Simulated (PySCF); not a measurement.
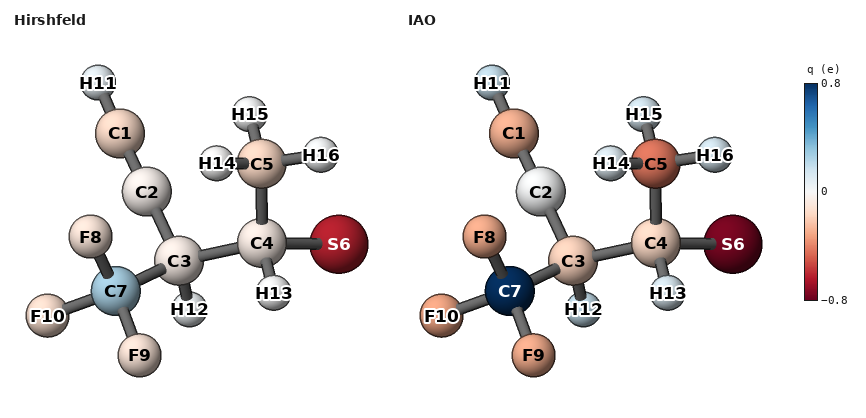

Atomic charges of one calculation by 2 schemes, on one colour scale. The species has charge −1 and is a spin singlet. The computed structure is the end point of a GFN2-xTB optimisation. No frequency run is at hand to confirm it as a minimum. Computed with PBE0/pcSseg-1 (PySCF 2.14.0).

Question: Which scheme gives the most polar picture (largest mean size of the charges)?

Answer: The IAO charges are the largest in size here.

Question: On which atom do the schemes disagree most?

Answer: On C7 (from 0.26 to 0.80 e).

List the charges (e), one line for each set of equivalent atoms.

```csv
atom,Hirshfeld,IAO
C1,−0.14,−0.28
C2,−0.04,0.01
C3,−0.05,−0.18
C4,−0.06,−0.16
C5,−0.16,−0.42
S6,−0.62,−0.75
C7,0.26,0.80
F8,−0.10,−0.29
F9,−0.10,−0.29
F10,−0.13,−0.31
H11,0.07,0.18
H12,0.04,0.19
H13,0.00,0.12
H14,0.00,0.10
H15,0.01,0.14
H16,0.02,0.14
```
